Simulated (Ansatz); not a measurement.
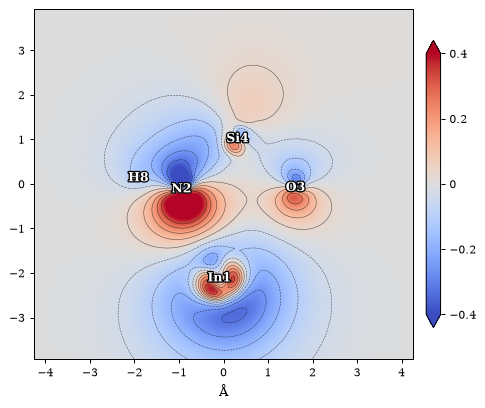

The picture shows: H$_{4}$InNOSi. The HOMO on the plane of atoms In1, N2 and Si4 (values in Å⁻³ᐟ²; the overall sign is arbitrary).

Geometry: PBE0-D3(BJ)/def2-SVP; core potentials replace the inner electrons of In.

All numbers below come from isolated molecule in a Gaussian basis; Kohn-Sham density functional theory, functional PBE0 in Ansatz.

Input file:

```
crystal:
  periodic: [false, false, false]
  atoms:
    - symbol: In
      position_ang: [-0.893059, -2.531706, 0.056402]
    - symbol: N
      position_ang: [0.004993, -1.016361, -1.211985]
    - symbol: O
      position_ang: [-1.544159, -0.004042, 0.555256]
    - symbol: Si
      position_ang: [-0.486531, 0.513425, -0.683044]
    - symbol: H
      position_ang: [-1.225411, 1.368714, -1.669858]
    - symbol: H
      position_ang: [-1.628293, 0.545853, 1.339499]
    - symbol: H
      position_ang: [0.518321, 1.412427, -0.016267]
    - symbol: H
      position_ang: [0.491810, -1.168170, -2.089713]
basis:
  gaussian:
    orbitals: def2-TZVPD
hamiltonian:
  xc: {name: PBE0}
output: {forces: true, orbitals: {seedname: orbitals}}
```

Run with:

```sh
ansatz run input.yaml --threads 1 --pin off --max-ram 2610MiB --events-out events.jsonl --progress --plain --runs-dir runs
```

Where does this orbital lie, and at what energy?

It lies mainly on In1 (about 65 %) and N2 (about 20 %). Its energy is −6.36 eV.
